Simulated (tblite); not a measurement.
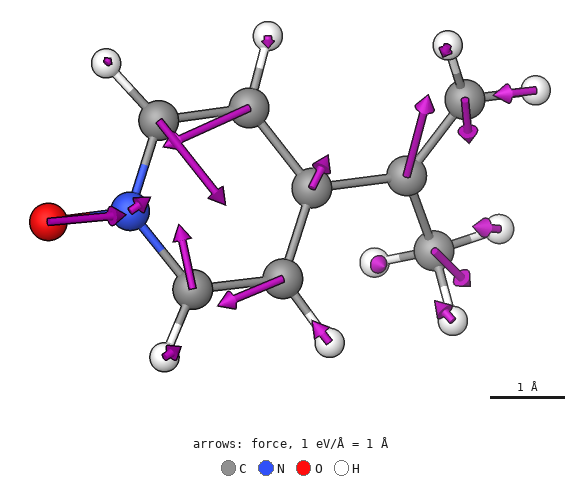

Starting geometry of C$_{8}$H$_{9}$NO with the computed forces as purple arrows. The picture is a ball-and-stick view, seen at a tilt.

Level of theory: tblite 0.8.0, GFN2-xTB geometry optimisation, gas phase. 

What follows when this structure is relaxed?

It isn't relaxed: the largest force vector, on a C atom, is 1.51 eV/Å. The final displacements have little in common with the starting forces (cosine between the two patterns 0.11). After 73 geometry steps the energy has fallen by 3.87 kcal/mol. An H atom moves most after the best rigid fit: 0.38 Å. Largest moves by element: H 0.38 Å, C 0.22 Å, O 0.05 Å, N 0.03 Å. Among the contacts that change: C–C 1.405 → 1.371 Å, C–N 1.382 → 1.354 Å, C–H 1.098 → 1.076 Å, N–O 1.274 → 1.255 Å. Bond angles that change, for instance: C–C–C 118.3° → 115.8°, C–C–H 125.3° → 122.8°, H–C–H 105.9° → 108.0°. The run took 0.45 s on 1 thread of Arm Neoverse V2, with other jobs on the host.
